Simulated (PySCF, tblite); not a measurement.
**C₇H₆N₂− (doublet): geometry, infrared bands and EPR parameters**

Wanted: the infrared bands and EPR parameters of C₇H₆N₂− (doublet) (`C=C1CC([C]=[N-])(C#N)C1`), by calculation.

Computed with tblite 0.8.0 and PySCF 2.14.0, with density-fitted response routines of our own, on a single molecule in the gas phase. Atoms are numbered from 0 throughout.

### Step 1. Starting geometry

15 atoms, charge -1, multiplicity 2; geometry from: force field or distance geometry start.

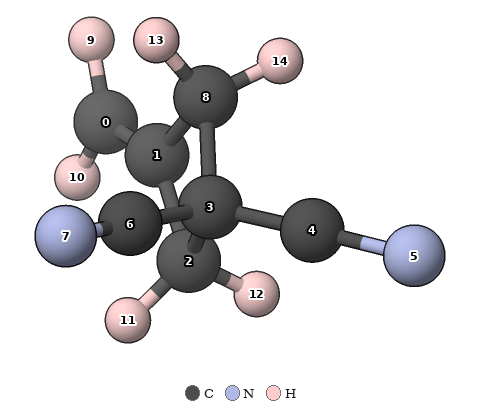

As it starts; carbon dark grey, nitrogen light blue, hydrogen pink, atoms numbered.

### Step 2. Geometry optimisation with GFN2-xTB

Job settings and geometry (Å):

```
{"job": {"kind": "relax", "xc": "GFN2-xTB", "basis": "xTB"}, "charge": -1, "multiplicity": 2}
C      2.360500     0.488300     0.189300
C      1.071800     0.119300     0.062100
C      0.164200    -0.037700    -1.115300
C     -0.999200    -0.091200    -0.077400
C     -1.912800    -1.217300    -0.256400
N     -2.828400    -2.342300    -0.462600
C     -1.757100     1.142400     0.047000
N     -2.354300     2.132300     0.150800
C      0.040400    -0.323200     1.080700
H      2.826900     0.526900     1.167600
H      2.928700     0.766500    -0.686000
H      0.110300     0.810000    -1.811100
H      0.300400    -0.943300    -1.701400
H     -0.087000     0.322000     1.955700
H      0.131100    -1.344900     1.435100
```

Run with:

```
$ OMP_NUM_THREADS=1 python probes_run.py task.json out
```

The driver reads the jobs from task.json and runs them one after another.

Standard output:

```text
step      E/eV     max force
  0    -648.11713   11.778
  1    -650.21610    6.443
  2    -650.34464    4.809
  3    -650.50417    2.096
  4    -650.49501    3.112
  5    -650.57450    0.699
  6    -650.58735    0.440
  7    -650.60661    0.380
  8    -650.61669    0.342
  9    -650.62344    0.249
 10    -650.63339    0.258
 11    -650.64181    0.274
 12    -650.65201    0.263
 13    -650.66321    0.275
 14    -650.67501    0.328
 15    -650.68541    0.335
 16    -650.69484    0.262
 17    -650.70226    0.196
 18    -650.70655    0.146
 19    -650.70876    0.151
 20    -650.71012    0.162
 21    -650.71151    0.135
 22    -650.71274    0.120
 23    -650.71359    0.048
 24    -650.71386    0.035
 25    -650.71405    0.035
 26    -650.71412    0.022
 27    -650.71418    0.020
 28    -650.71427    0.030
 29    -650.71446    0.063
 30    -650.71478    0.094
 31    -650.71525    0.100
 32    -650.71578    0.090
 33    -650.71634    0.081
 34    -650.71702    0.102
 35    -650.71787    0.148
 36    -650.71874    0.142
 37    -650.71943    0.089
 38    -650.71997    0.048
 39    -650.72056    0.068
 40    -650.72127    0.087
 41    -650.72195    0.081
 42    -650.72250    0.086
 43    -650.72302    0.080
 44    -650.72360    0.109
 45    -650.72414    0.099
 46    -650.72457    0.062
 47    -650.72499    0.052
 48    -650.72563    0.103
 49    -650.72665    0.134
 50    -650.72799    0.283
 51    -650.72854    0.206
 52    -650.72998    0.173
 53    -650.73037    0.064
 54    -650.73065    0.085
 55    -650.73089    0.040
 56    -650.73104    0.037
 57    -650.73119    0.039
 58    -650.73133    0.040
 59    -650.73159    0.038
 60    -650.73184    0.032
 61    -650.73207    0.034
 62    -650.73225    0.042
 63    -650.73242    0.033
 64    -650.73257    0.033
 65    -650.73270    0.041
 66    -650.73284    0.043
 67    -650.73297    0.021
 68    -650.73301    0.019
 69    -650.73304    0.019
 70    -650.73305    0.017
 71    -650.73307    0.015
 72    -650.73309    0.013
 73    -650.73310    0.005
```

It took 0.43 s on 1 thread of Arm Neoverse V2, shared host.

Step by step: (not every step is listed) (the energy doesn't fall at every step)

```tsv
step	energy from step 0 (eV)	largest force (eV/Å)
0	0.0000	11.7780
1	-2.0990	6.4434
2	-2.2275	4.8087
3	-2.3870	2.0961
4	-2.3779	3.1115
5	-2.4574	0.6986
6	-2.4702	0.4396
7	-2.4895	0.3797
8	-2.4996	0.3423
14	-2.5579	0.3278
20	-2.5930	0.1616
26	-2.5970	0.0224
32	-2.5987	0.0896
38	-2.6028	0.0481
44	-2.6065	0.1086
50	-2.6109	0.2825
56	-2.6139	0.0367
62	-2.6151	0.0421
68	-2.6159	0.0187
69	-2.6159	0.0185
70	-2.6159	0.0171
71	-2.6159	0.0154
72	-2.6160	0.0127
73	-2.6160	0.0047
```

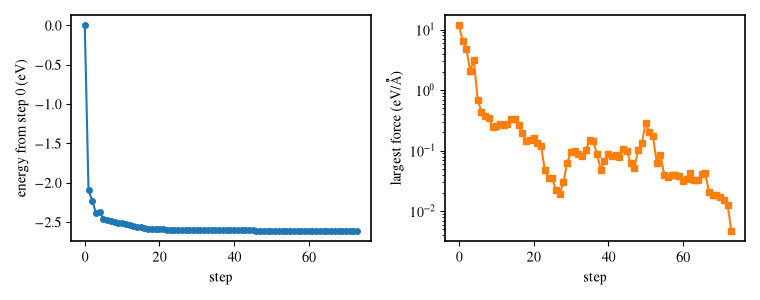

Energy and force, step by step.

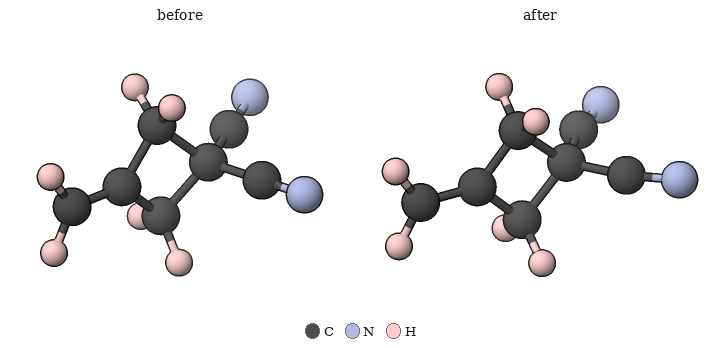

The geometry before (left) and after (right).

Close pairs (by a distance rule), those that changed most:

```tsv
bond	before (Å)	after (Å)	change (Å)
C4–N5	1.465	1.173	-0.292
C3–C4	1.461	1.445	-0.016
C3–C8	1.573	1.559	-0.015
C1–C8	1.516	1.501	-0.015
C6–N7	1.161	1.173	+0.013
C8–H14	1.085	1.097	+0.012
C2–H12	1.087	1.097	+0.009
C0–C1	1.347	1.355	+0.009
```

The next job starts from the end point, and lists it.

### Step 3. Vibrational analysis with GFN2-xTB

Job settings and geometry (Å):

```
{"job": {"kind": "ir", "xc": "GFN2-xTB", "basis": "xTB"}, "charge": -1, "multiplicity": 2}
C      2.471045     0.209888     0.159920
C      1.123297     0.096455     0.072126
C      0.162227     0.149757    -1.079760
C     -0.998887    -0.084041    -0.066591
C     -1.751475    -1.302024    -0.264769
N     -2.578874    -2.119953    -0.416152
C     -1.965733     0.986690     0.019498
N     -2.931434     1.652185     0.052036
C      0.044285    -0.130436     1.090759
H      2.978734     0.140181     1.107525
H      3.077303     0.374908    -0.715141
H      0.103107     1.108938    -1.607989
H      0.266795    -0.647370    -1.825700
H     -0.084167     0.664755     1.835029
H      0.079362    -1.091943     1.617296
```

Standard output:

```text
mode    cm-1     km/mol
  1      44.2      4.73
  2      82.4     16.14
  3     109.7      1.00
  4     135.0     20.51
  5     136.0      0.06
  6     261.1      1.97
  7     316.9      0.36
  8     342.3     96.25
  9     365.1      0.25
 10     434.0      0.05
 11     507.1     14.28
 12     529.3      0.09
 13     559.5      0.35
 14     593.8     24.24
 15     756.1     87.93
 16     823.9     21.67
 17     848.8      0.02
 18     930.1     44.65
 19     932.2      0.57
 20     967.3      8.36
 21    1014.7      0.65
 22    1022.8      0.18
 23    1120.7     11.56
 24    1142.0     42.06
 25    1202.2      1.82
 26    1219.6      7.45
 27    1224.8      2.80
 28    1408.8     56.12
 29    1456.9      4.30
 30    1462.5     70.76
 31    1626.9   1349.73
 32    2124.2   1097.97
 33    2221.3   1479.22
 34    2825.7    216.75
 35    2849.3      0.13
 36    2895.5     64.66
 37    2897.9    187.70
 38    3077.0     36.83
 39    3096.0    125.85
```

It took 0.44 s on 1 thread of Arm Neoverse V2, shared host.

Which atoms move in the most intense modes:

```tsv
cm⁻¹	km/mol	atoms
342	96.2	C6 42 %, C4 40 %
756	87.9	C8 21 %, C2 21 %, C0 18 %
1627	1349.7	C1 59 %, C0 32 %
2124	1098.0	C4 30 %, C6 30 %, N5 19 %, N7 19 %
2221	1479.2	C6 30 %, C4 30 %, N7 19 %, N5 19 %
2826	216.8	H14 24 %, H13 23 %, H12 22 %, H11 21 %
2898	187.7	H11 35 %, H12 33 %, H13 15 %, H14 14 %
3096	125.8	H10 45 %, H9 45 %
```

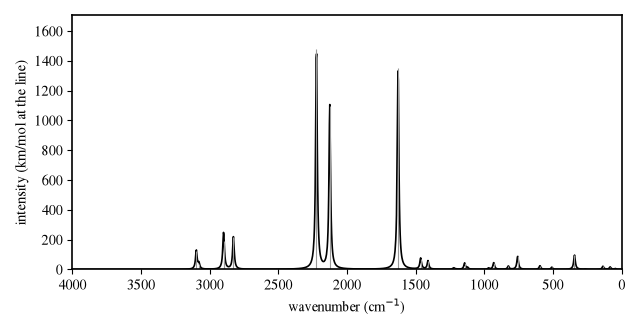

The infrared spectrum from these modes, unscaled. Lines are broadened to a width of 14 cm⁻¹ (Lorentzian).

### Step 4. EPR parameters: B3LYP/pcH-1

The job, as its differences from that of step 3:

```diff
@@ -1,2 +1,2 @@
-{"job": {"kind": "ir", "xc": "GFN2-xTB", "basis": "xTB"}, "charge": -1, "multiplicity": 2}
+{"job": {"kind": "epr", "basis": "pcH-1"}, "charge": -1, "multiplicity": 2}
 C      2.471045     0.209888     0.159920
```

Method: UKS B3LYP, pcH-1 on C H N, non-relativistic, mean-field spin-orbit, GIAO.

Standard output:

```text
UKS, coarse grid
  cycle   1  E = -379.61731931  |g| = 5.17e-01
  cycle   2  E = -379.03615059  |g| = 1.20e+00
  cycle   3  E = -379.71852117  |g| = 2.70e-01
  cycle   4  E = -379.68966117  |g| = 3.05e-01
  cycle   5  E = -379.74697879  |g| = 1.31e-01
  cycle   6  E = -379.75379275  |g| = 8.44e-02
  cycle   7  E = -379.75669079  |g| = 5.89e-02
  cycle   8  E = -379.76106993  |g| = 1.38e-02
  cycle   9  E = -379.76107127  |g| = 4.01e-02
  cycle  10  E = -379.76123643  |g| = 3.91e-02
  cycle  11  E = -379.76131734  |g| = 3.80e-02
  cycle  12  E = -379.76146496  |g| = 3.55e-02
  cycle  13  E = -379.76249568  |g| = 6.95e-03
  cycle  14  E = -379.76253156  |g| = 1.73e-03
  cycle  15  E = -379.76253268  |g| = 8.16e-04
UKS, final grid
  cycle   1  E = -379.76249261  |g| = 1.88e-03
  cycle   2  E = -379.76248332  |g| = 4.88e-03
  cycle   3  E = -379.76249422  |g| = 3.47e-04
  cycle   4  E = -379.76249428  |g| = 1.37e-04
  cycle   5  E = -379.76249429  |g| = 5.72e-05
  cycle   6  E = -379.76249429  |g| = 6.87e-05
  cycle   7  E = -379.76249430  |g| = 2.18e-05
E = -379.76249430 Eh   <S^2> = 0.7524 (exact 0.7500)
g shifts (ppm)      1          2          3
  rmc          -159       -159       -159
  gc             36         10         48
  oz_so       -3221       -980       8559
  total       -3344      -1130       8447
hyperfine (MHz)  atom isotope    a_iso     a_fc   dipolar eigenvalues
    0   13C      11.01      11.01    -11.74    -10.62     22.36
    1   13C      12.21      12.21    -14.31    -12.59     26.90
    2   13C      46.47      46.47     -2.12      0.62      1.50
    3   13C      41.32      41.32     -3.11     -2.41      5.52
    4   13C      80.66      80.66    -10.97     -8.31     19.28
    5   14N      11.47      11.47     -8.42     -7.83     16.25
    6   13C      19.43      19.43     -9.32     -6.47     15.79
    7   14N       5.98       5.98     -8.24     -7.88     16.12
    8   13C      47.06      47.06     -2.13      0.63      1.51
    9    1H     -10.24     -10.24     -6.02      0.24      5.78
   10    1H     -10.24     -10.24     -6.01      0.24      5.77
   11    1H      14.88      14.88     -1.92      0.02      1.91
   12    1H      36.50      36.50     -2.07      0.44      1.64
   13    1H      14.85      14.85     -1.93      0.01      1.92
   14    1H      36.53      36.53     -2.08      0.43      1.65
```

Run time: 1.7 min. Hardware: 1 thread of Arm Neoverse V2, shared host; peak memory 1.1 GiB.

Principal g values 1.99897, 2.00119, 2.01077; g(iso) = 2.00364, against 2.00232 for a free electron.

Hyperfine couplings; where a row names several nuclei, a(iso) is their mean (it holds for fast rotation or exchange) and the dipolar term the largest among them:

```tsv
nuclei	isotope	a(iso) (MHz)	a(iso) (G, at g = 2.0023)	largest dipolar term (MHz)
C4	13C	80.7	28.8	19.3
C2, C8	13C	46.8	16.7	-2.1
C3	13C	41.3	14.7	5.5
H12, H14	1H	36.5	13.0	-2.1
C6	13C	19.4	6.9	15.8
H11, H13	1H	14.9	5.3	-1.9
C1	13C	12.2	4.4	26.9
N5	14N	11.5	4.1	16.2
C0	13C	11.0	3.9	22.4
H9, H10	1H	-10.2	-3.7	-6.0
N7	14N	6.0	2.1	16.1
```

Mulliken spin populations:

C0 0.17; C1 0.09; C2 -0.01; C3 0.03; C4 0.13; N5 0.14; C6 0.08; N7 0.16; C8 -0.01; H9 -0.01; H10 -0.01; H11 0.00; H12 0.11; H13 0.00; H14 0.11

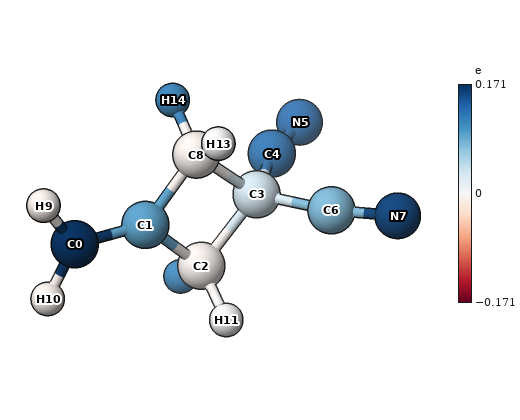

Mulliken spin populations, as colours on the atoms.

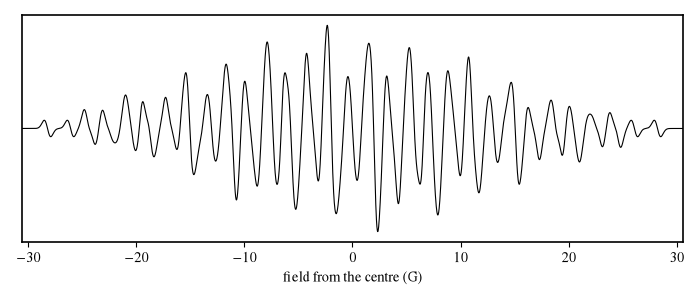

First-order isotropic spectrum (first derivative, main isotopes with spin only, couplings over 0.8 MHz, Gaussian width 0.3 G; couplings of the frozen geometry, rotation of groups not averaged beyond the rows shown).

Orbitals, density, ELF and potential are computed afterwards from the orbital file.

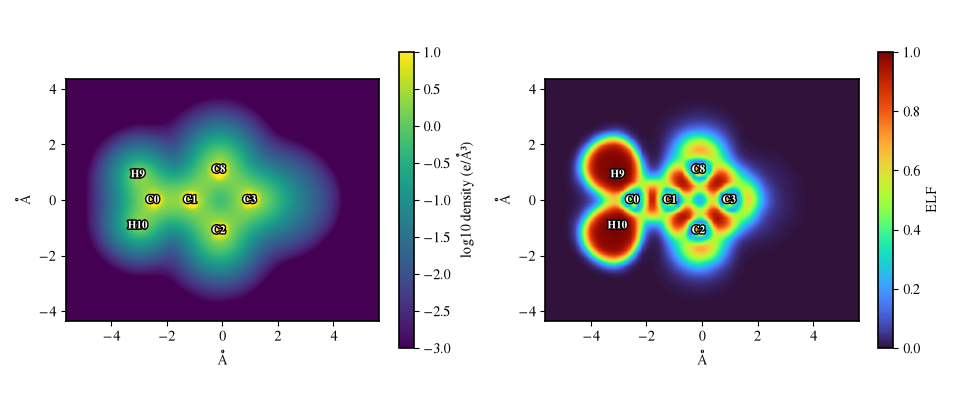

Density (left) and ELF (right) in a plane through or near 7 of the atoms.

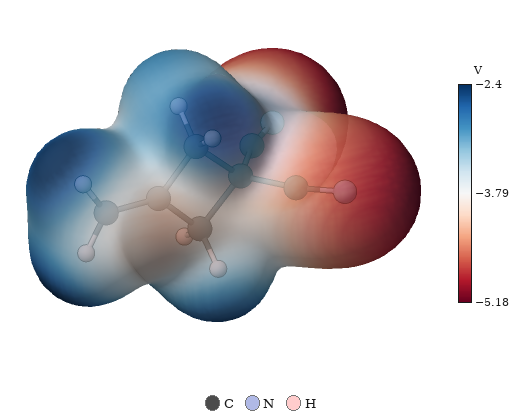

Electrostatic potential on the surface of density 0.002 e/bohr³; red is low, blue high. It runs from -5.18 V near N5 to -2.40 V near H9.

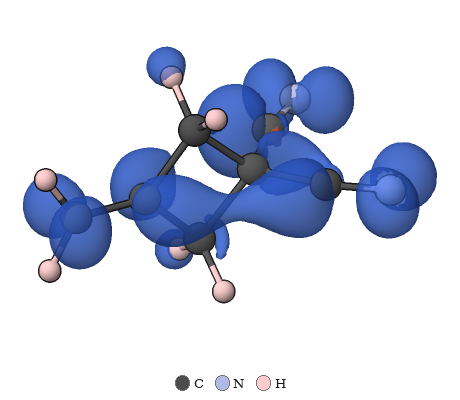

Spin density at ±0.02 e/Å³ (alpha excess blue, beta excess red).

### Step 5. Summary of results

```
                                 quantity                   value
strongest single infrared mode (GFN2-xTB)  2221 cm⁻¹, 1479 km/mol
             zero-point energy (GFN2-xTB)           65.1 kcal/mol
                           g(iso) (B3LYP)                 2.00364
                                     ⟨S²⟩      0.752 (exact 0.75)
       largest a(iso) (averaged by class)     13C on C4, 80.7 MHz
```

Relaxing lowered the energy by 2.616 eV in 73 steps; the close pair that moved most is C4–N5, from 1.465 to 1.173 Å. No mode is imaginary among the 39: a minimum at this level. The strongest single mode, at 2221 cm⁻¹, is carried by C6, C4, N7, N5. Unscaled tight-binding wavenumbers are off by several per cent, some by more. Its intensities can rank the bands wrongly. The largest spin populations lie on C0 (0.17 e), N7 (0.16 e), N5 (0.14 e), C4 (0.13 e). The isotropic g lies 1.3 ppt above the free-electron value. The records flag this anion as possibly unbound in the gas phase, so the basis may hold the extra electron. The conformer search (at its own cheap level) found a structure 22.5 kcal/mol lower, too far down for a turn about a bond: it may have other bonds, so these spectra needn't be the molecule's.
